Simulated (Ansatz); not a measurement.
# CH3B2ClF (SMILES FBC[B+]Cl) (charge +1): what the fields show

```csv
atom,x (Å),y (Å),z (Å)
C,-1.6708,-0.0237,-0.3378
B,-2.7636,-0.0806,0.8752
B,-0.3933,0.6170,0.0309
Cl,0.9777,1.3407,0.5148
F,-2.3930,0.3154,2.0687
H,-3.8578,-0.4829,0.6548
H,-1.4950,-1.0654,-0.6631
H,-2.1305,0.4899,-1.1998
```

Geometry: B3LYP/6-31G*.

These are results of isolated molecule in a Gaussian basis; Kohn-Sham density functional theory, functional PBE0 (Ansatz), not measurements.

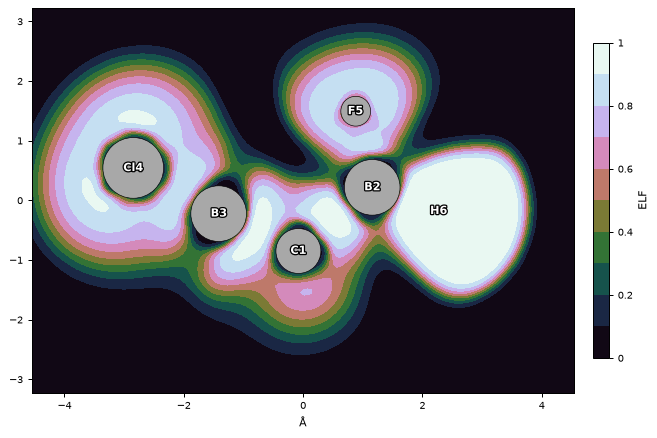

Figure 1. Electron localisation function on the plane of atoms B2, C1 and B3. Grey discs cover the atomic cores.

> Interpret the plot.

The plane passes through C, B, Cl, F and H nuclei. B–F (1.31 Å): the ELF peaks at about 0.85 between the atoms: a polar covalent bond. C–B (1.48 Å): the ELF peaks at about 0.95 between the atoms (localised, covalent bonding). B–Cl (1.62 Å): the ELF peaks at about 0.90 between the atoms: a polar covalent bond. C–B (1.63 Å): the ELF peaks at about 0.95 between the atoms; localised, covalent bonding. B–H (1.19 Å): the ELF climbs to about 1 towards the hydrogen, as it does in any bond to H; a covalent bond by its length. The ELF also peaks beside Cl4 and F5, away from the bonds: lone-pair regions.

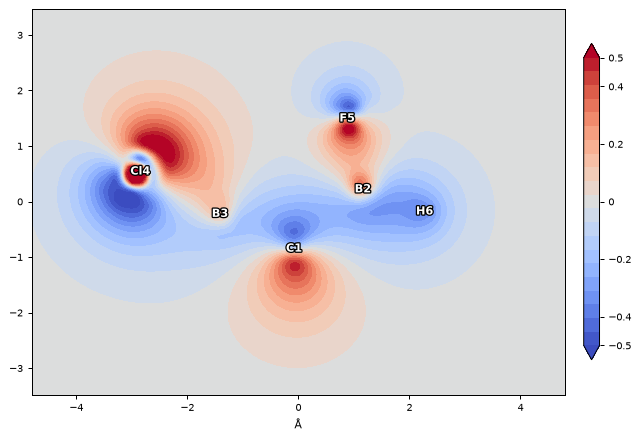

Figure 2. The HOMO−1 on the plane of atoms B2, C1 and B3 (values in Å⁻³ᐟ²; the overall sign is arbitrary).

> Describe this orbital and give its energy.

It lies mainly on Cl4 (about 50 %), C1 (about 15 %), B2 (about 10 %), B3 (about 10 %) and H6 (about 5 %). Its energy is −16.88 eV.

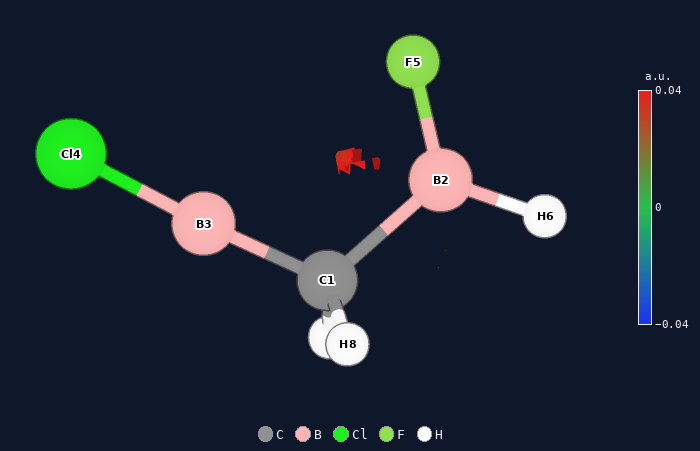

Figure 3. Non-covalent interaction (NCI) plot: the surface where the reduced density gradient is 0.6, for densities under 0.05 a.u., coloured by sign(λ₂)ρ; seen across its widest extent.

> Identify the weak interactions.

Near B2, F5 and C1: mostly steric crowding (olive to red).
